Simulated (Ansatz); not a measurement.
# SiH2 (triplet): PBE, BLYP, revPBE, r2SCAN, PBE0, B3LYP, wB97M-V, B2PLYP, RPA-PBE over a scan of the distance H1–H2 along a hydrogen transfer, cc-pVDZ, part 2 of 2

Ansatz 0.2.0, Gaussian basis; cc-pVDZ, all electrons in the functionals, frozen cores in the correlation of double hybrids and RPA. The steps go on from the part before.

## (14) wB97M-V, 0.745 Å

Contents of in.yaml:

```yaml
crystal:
  periodic: [false, false, false]
  atoms:
    - {symbol: H, position_ang: [0.000000, 0.000000, -1.084000]}
    - {symbol: H, position_ang: [0.000000, 0.000000, -0.339000]}
    - {symbol: Si, position_ang: [0.000000, 0.000000, 1.423000]}
basis:
  gaussian: {orbitals: cc-pVDZ}
magnetization: {spin_polarized: true, initial_magnetization: 2}
hamiltonian: {xc: {name: wB97M-V}}
output: {orbitals: {seedname: orbitals}}
```

Run with:

```sh
> ansatz run in.yaml --threads 1 --pin off --events-out ev --progress --plain --max-ram 2393MiB
```

What it wrote, cut to the lines that bear on the results:

```text
Functional definition: wB97M-V
  name "wB97M-V"
  cite "Mardirossian & Head-Gordon, J. Chem. Phys. 144, 214110 (2016) doi:10.1063/1.4952647"
  cite "Becke, J. Chem. Phys. 107, 8554 (1997) doi:10.1063/1.475007"
  cite "Vydrov & Van Voorhis, J. Chem. Phys. 133, 244103 (2010) doi:10.1063/1.3521275"
  # Of w^i u^j: cxij and so on, Table III.
[...]
  gx(w, u) = 1 - cx + cx01*u + cx10*w
  gss(w, u) = css00 + css04*u^4 + css10*w + css20*w^2 + css43*w^4*u^3
  gos(w, u) = cos00 + cos10*w + (cos20 + cos21*u)*w^2 + (cos60 + cos61*u)*w^6
[...]
      + integral(e_c_pw_mod_opposite_spin*gos(b97_w_opposite, b97_u_opposite)) + vv10(b, c)
271 factors; integrals over basis functions are off by at most 1.1e-3 eV
103 factors; integrals over basis functions are off by at most 1.4e-5 eV
[...]
mean field -7904.74702351 eV, -290.4940950839 hartree, gradient 2.5e-5 eV, S^2 2.002277; 1 other end points of the search recorded, 0 dependent functions left out
reference -7904.74705020 eV, -290.4940960647 hartree; 9, 7 occupied and 19, 21 virtual orbitals, 271 factors
Total energy: -7904.74705020 eV, -290.4940960647 hartree
```

It took 2 s on 1 thread of Arm Neoverse V1, shared host.

From the report: ⟨S²⟩ of the determinant 2.002 (pure triplet: 2.00).

## (15) wB97M-V, 0.883 Å

Contents of in.yaml:

```yaml
crystal:
  periodic: [false, false, false]
  atoms:
    - {symbol: H, position_ang: [0.000000, 0.000000, -1.130000]}
    - {symbol: H, position_ang: [0.000000, 0.000000, -0.247000]}
    - {symbol: Si, position_ang: [0.000000, 0.000000, 1.377000]}
basis:
  gaussian: {orbitals: cc-pVDZ}
magnetization: {spin_polarized: true, initial_magnetization: 2}
hamiltonian: {xc: {name: wB97M-V}}
output: {orbitals: {seedname: orbitals}}
```

Launched as before.

What it wrote, cut to the lines that bear on the results:

```text
Functional definition: wB97M-V
  name "wB97M-V"
  cite "Mardirossian & Head-Gordon, J. Chem. Phys. 144, 214110 (2016) doi:10.1063/1.4952647"
  cite "Becke, J. Chem. Phys. 107, 8554 (1997) doi:10.1063/1.475007"
  cite "Vydrov & Van Voorhis, J. Chem. Phys. 133, 244103 (2010) doi:10.1063/1.3521275"
  # Of w^i u^j: cxij and so on, Table III.
[...]
  gx(w, u) = 1 - cx + cx01*u + cx10*w
  gss(w, u) = css00 + css04*u^4 + css10*w + css20*w^2 + css43*w^4*u^3
  gos(w, u) = cos00 + cos10*w + (cos20 + cos21*u)*w^2 + (cos60 + cos61*u)*w^6
[...]
      + integral(e_c_pw_mod_opposite_spin*gos(b97_w_opposite, b97_u_opposite)) + vv10(b, c)
271 factors; integrals over basis functions are off by at most 1.1e-3 eV
103 factors; integrals over basis functions are off by at most 1.3e-5 eV
[...]
mean field -7904.38303494 eV, -290.4807187509 hartree, gradient 6.9e-6 eV, S^2 2.004382; 1 other end points of the search recorded, 0 dependent functions left out
reference -7904.38306169 eV, -290.4807197338 hartree; 9, 7 occupied and 19, 21 virtual orbitals, 271 factors
Total energy: -7904.38306169 eV, -290.4807197338 hartree
```

It took 2.4 s on 1 thread of Arm Neoverse V1, shared host.

From the report: ⟨S²⟩ of the determinant 2.004 (pure triplet: 2.00).

From 0.745 Å: +35.1 kJ/mol.

## (16) B2PLYP, 0.745 Å

Contents of in.yaml:

```yaml
crystal:
  periodic: [false, false, false]
  atoms:
    - {symbol: H, position_ang: [0.000000, 0.000000, -1.084000]}
    - {symbol: H, position_ang: [0.000000, 0.000000, -0.339000]}
    - {symbol: Si, position_ang: [0.000000, 0.000000, 1.423000]}
basis:
  gaussian: {orbitals: cc-pVDZ}
magnetization: {spin_polarized: true, initial_magnetization: 2}
hamiltonian: {xc: {name: B2PLYP}}
correlation: {electrons: outside_noble_gas}
```

The command is unchanged.

What it wrote, cut to the lines that bear on the results:

```text
Functional definition: B2PLYP
  name "B2PLYP"
  cite "Grimme, J. Chem. Phys. 124, 034108 (2006) doi:10.1063/1.2148954"
  cite "Becke, Phys. Rev. A 38, 3098 (1988) doi:10.1103/PhysRevA.38.3098"
  cite "Lee, Yang & Parr, Phys. Rev. B 37, 785 (1988) doi:10.1103/PhysRevB.37.785"
[...]
271 factors; integrals over basis functions are off by at most 1.1e-3 eV
[...]
mean field -7901.44235070 eV, -290.3726505982 hartree, gradient 1.1e-6 eV, S^2 2.008464; 2 other end points of the search recorded, 0 dependent functions left out
5 core orbitals not correlated: weight in the atoms' cores, before any rotation towards them, 1.000 or more for the frozen orbitals, at most 0.000 for the correlated occupied ones
reference -7901.44245510 eV, -290.3726544347 hartree; 4, 2 occupied and 19, 21 virtual orbitals, 271 factors
second order -2.68376444 eV of doubles, -0.00000000 eV of singles
Total energy: -7902.16707150 eV, -290.3992835962 hartree
```

Run time: 0.63 s. Hardware: 1 thread of Arm Neoverse V1, shared host.

From the report: ⟨S²⟩ of the determinant 2.008 (pure triplet: 2.00).

## (17) B2PLYP, 0.883 Å

Contents of in.yaml:

```yaml
crystal:
  periodic: [false, false, false]
  atoms:
    - {symbol: H, position_ang: [0.000000, 0.000000, -1.130000]}
    - {symbol: H, position_ang: [0.000000, 0.000000, -0.247000]}
    - {symbol: Si, position_ang: [0.000000, 0.000000, 1.377000]}
basis:
  gaussian: {orbitals: cc-pVDZ}
magnetization: {spin_polarized: true, initial_magnetization: 2}
hamiltonian: {xc: {name: B2PLYP}}
correlation: {electrons: outside_noble_gas}
```

Launched as before.

What it wrote, cut to the lines that bear on the results:

```text
Functional definition: B2PLYP
  name "B2PLYP"
  cite "Grimme, J. Chem. Phys. 124, 034108 (2006) doi:10.1063/1.2148954"
  cite "Becke, Phys. Rev. A 38, 3098 (1988) doi:10.1103/PhysRevA.38.3098"
  cite "Lee, Yang & Parr, Phys. Rev. B 37, 785 (1988) doi:10.1103/PhysRevB.37.785"
[...]
271 factors; integrals over basis functions are off by at most 1.1e-3 eV
[...]
mean field -7901.03871776 eV, -290.3578173612 hartree, gradient 3.5e-6 eV, S^2 2.010286; 2 other end points of the search recorded, 0 dependent functions left out
5 core orbitals not correlated: weight in the atoms' cores, before any rotation towards them, 1.000 or more for the frozen orbitals, at most 0.000 for the correlated occupied ones
reference -7901.03882067 eV, -290.3578211432 hartree; 4, 2 occupied and 19, 21 virtual orbitals, 271 factors
second order -2.84955886 eV of doubles, -0.00000000 eV of singles
Total energy: -7901.80820156 eV, -290.3860953695 hartree
```

Run time: 0.69 s. Hardware: 1 thread of Arm Neoverse V1, shared host.

From the report: ⟨S²⟩ of the determinant 2.010 (pure triplet: 2.00).

From 0.745 Å: +34.6 kJ/mol.

## (18) RPA-PBE, 0.745 Å

Contents of in.yaml:

```yaml
crystal:
  periodic: [false, false, false]
  atoms:
    - {symbol: H, position_ang: [0.000000, 0.000000, -1.084000]}
    - {symbol: H, position_ang: [0.000000, 0.000000, -0.339000]}
    - {symbol: Si, position_ang: [0.000000, 0.000000, 1.423000]}
basis:
  gaussian: {orbitals: cc-pVDZ}
magnetization: {spin_polarized: true, initial_magnetization: 2}
hamiltonian: {xc: {name: PBE}}
correlation: {method: rpa, electrons: outside_noble_gas}
```

Same command.

What it wrote, cut to the lines that bear on the results:

```text
Functional definition: PBE
  name "PBE"
  cite "Perdew, Burke & Ernzerhof, Phys. Rev. Lett. 77, 3865 (1996) doi:10.1103/PhysRevLett.77.3865"
  parent pbe
[...]
271 factors; integrals over basis functions are off by at most 1.1e-3 eV
[...]
mean field -7901.53596711 eV, -290.3760909378 hartree, gradient 3.5e-6 eV, S^2 2.005033; 7 other end points of the search recorded, 0 dependent functions left out
5 core orbitals not correlated: weight in the atoms' cores, before any rotation towards them, 1.000 or more for the frozen orbitals, at most 0.000 for the correlated occupied ones
reference -7889.92188379 eV, -289.9492812482 hartree; 4, 2 occupied and 19, 21 virtual orbitals, 271 factors
Total energy: -7894.83506617 eV, -290.1298373704 hartree
```

It took 1.7 s on 1 thread of Arm Neoverse V1, shared host.

From the report: ⟨S²⟩ of the determinant 2.005 (pure triplet: 2.00).

## (19) RPA-PBE, 0.883 Å

Contents of in.yaml:

```yaml
crystal:
  periodic: [false, false, false]
  atoms:
    - {symbol: H, position_ang: [0.000000, 0.000000, -1.130000]}
    - {symbol: H, position_ang: [0.000000, 0.000000, -0.247000]}
    - {symbol: Si, position_ang: [0.000000, 0.000000, 1.377000]}
basis:
  gaussian: {orbitals: cc-pVDZ}
magnetization: {spin_polarized: true, initial_magnetization: 2}
hamiltonian: {xc: {name: PBE}}
correlation: {method: rpa, electrons: outside_noble_gas}
```

Same command.

What it wrote, cut to the lines that bear on the results:

```text
Functional definition: PBE
  name "PBE"
  cite "Perdew, Burke & Ernzerhof, Phys. Rev. Lett. 77, 3865 (1996) doi:10.1103/PhysRevLett.77.3865"
  parent pbe
[...]
271 factors; integrals over basis functions are off by at most 1.1e-3 eV
[...]
mean field -7901.29764155 eV, -290.3673326349 hartree, gradient 6.5e-6 eV, S^2 2.006521; 7 other end points of the search recorded, 0 dependent functions left out
5 core orbitals not correlated: weight in the atoms' cores, before any rotation towards them, 1.000 or more for the frozen orbitals, at most 0.000 for the correlated occupied ones
reference -7889.39113068 eV, -289.9297764313 hartree; 4, 2 occupied and 19, 21 virtual orbitals, 271 factors
Total energy: -7894.49140000 eV, -290.1172078717 hartree
```

It took 1.7 s on 1 thread of Arm Neoverse V1, shared host.

From the report: ⟨S²⟩ of the determinant 2.007 (pure triplet: 2.00).

From 0.745 Å: +33.2 kJ/mol.

## (20) The comparison

The yardstick is full CI for this spin, exact in this basis with these frozen cores. It and the other wave-function rows come from earlier runs at the same points. Energies in kJ/mol, counted from 0.745 Å; blanks weren't run or aren't comparable.

| level | 0.693 Å | 0.745 Å | 0.791 Å | 0.837 Å | 0.883 Å | 0.929 Å | 0.975 Å | 1.021 Å | 1.067 Å |
| --- | --- | --- | --- | --- | --- | --- | --- | --- | --- |
| FCI |  | 0.0 |  |  | 34.3 |  |  |  |  |
| PBE |  | 0.0 |  |  | 23.0 |  |  |  |  |
| BLYP |  | 0.0 |  |  | 26.4 |  |  |  |  |
| revPBE |  | 0.0 |  |  | 24.8 |  |  |  |  |
| r2SCAN |  | 0.0 |  |  | 26.5 |  |  |  |  |
| PBE0 |  | 0.0 |  |  | 29.1 |  |  |  |  |
| B3LYP |  | 0.0 |  |  | 31.0 |  |  |  |  |
| wB97M-V |  | 0.0 |  |  | 35.1 |  |  |  |  |
| B2PLYP |  | 0.0 |  |  | 34.6 |  |  |  |  |
| RPA-PBE |  | 0.0 |  |  | 33.2 |  |  |  |  |
| RHF | -0.7 | 0.0 | 10.2 | 27.4 | 50.2 | 77.8 | 109.5 | 145.1 |  |
| UHF | -0.4 | 0.0 | 9.9 | 26.8 | 49.2 | 76.1 | 106.0 | 134.8 | 148.8 |
| RMP2 | 3.0 | 0.0 | 6.7 | 20.1 | 38.9 | 62.1 | 89.2 | 119.8 | 153.8 |
| UMP2 |  | 0.0 | 6.6 |  | 38.2 |  |  |  |  |
| RCCSD | 3.8 | 0.0 | 5.8 | 18.3 | 35.9 | 57.7 | 83.0 | 111.3 | 142.7 |
| RCCSD(T) | 4.1 | 0.0 | 5.5 | 17.5 | 34.7 | 55.9 | 80.5 | 108.1 | 138.6 |
| UCCSD(T) |  | 0.0 | 5.5 |  | 34.7 |  |  |  |  |

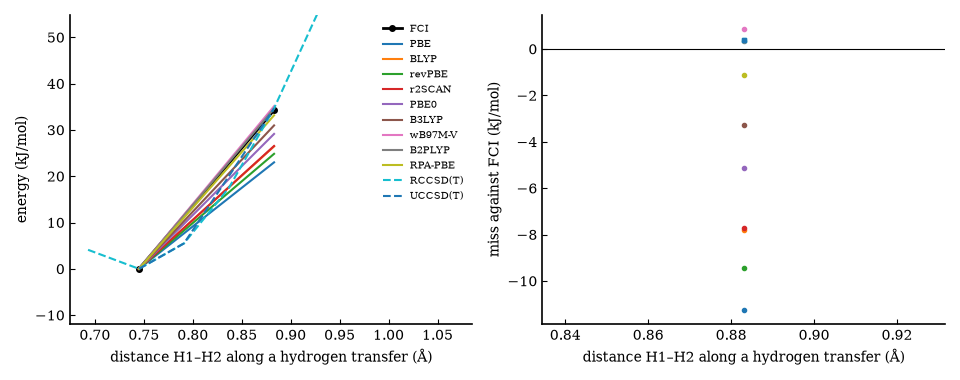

Left: the curves (the axis may cut off levels that run far away). Right: misses against FCI, in the same colours.

Largest miss and mean time a point (FCI took 3.5 s a point; shared hosts):

| level | largest miss (kJ/mol) | where | time a point |
| --- | --- | --- | --- |
| PBE | -11.3 | 0.883 Å | 1 s |
| BLYP | -7.8 | 0.883 Å | 1 s |
| revPBE | -9.4 | 0.883 Å | 1 s |
| r2SCAN | -7.7 | 0.883 Å | 2.4 s |
| PBE0 | -5.1 | 0.883 Å | 0.82 s |
| B3LYP | -3.3 | 0.883 Å | 0.88 s |
| wB97M-V | +0.9 | 0.883 Å | 2.2 s |
| B2PLYP | +0.4 | 0.883 Å | 0.66 s |
| RPA-PBE | -1.1 | 0.883 Å | 1.7 s |
| RHF | +15.9 | 0.883 Å |  |
| UHF | +14.9 | 0.883 Å |  |
| RMP2 | +4.6 | 0.883 Å |  |
| UMP2 | +4.0 | 0.883 Å |  |
| RCCSD | +1.6 | 0.883 Å |  |
| RCCSD(T) | +0.4 | 0.883 Å | 0.88 s |
| UCCSD(T) | +0.4 | 0.883 Å | 0.64 s |

## (21) Results

What follows sums up all 2 parts.

```
                                        quantity                   value
span of the FCI curve (points where it is known)             34.3 kJ/mol
                               largest miss, PBE  -11.3 kJ/mol (0.883 Å)
                              largest miss, BLYP   -7.8 kJ/mol (0.883 Å)
                            largest miss, revPBE   -9.4 kJ/mol (0.883 Å)
                            largest miss, r2SCAN   -7.7 kJ/mol (0.883 Å)
                              largest miss, PBE0   -5.1 kJ/mol (0.883 Å)
                             largest miss, B3LYP   -3.3 kJ/mol (0.883 Å)
                           largest miss, wB97M-V   +0.9 kJ/mol (0.883 Å)
                            largest miss, B2PLYP   +0.4 kJ/mol (0.883 Å)
                           largest miss, RPA-PBE   -1.1 kJ/mol (0.883 Å)
                          largest miss, RCCSD(T)   +0.4 kJ/mol (0.883 Å)
                          largest miss, UCCSD(T)   +0.4 kJ/mol (0.883 Å)
```

In words: Misses are known at 1 of 8 points at best, and only functionals with that many are ranked. Of the functionals, B2PLYP keep the smallest largest miss at the points compared (at most 0.4 kJ/mol) and PBE strays most (11.3 kJ/mol, at 0.883 Å). Functionals and the yardstick converge differently with the basis, so part of each miss in cc-pVDZ is the basis.
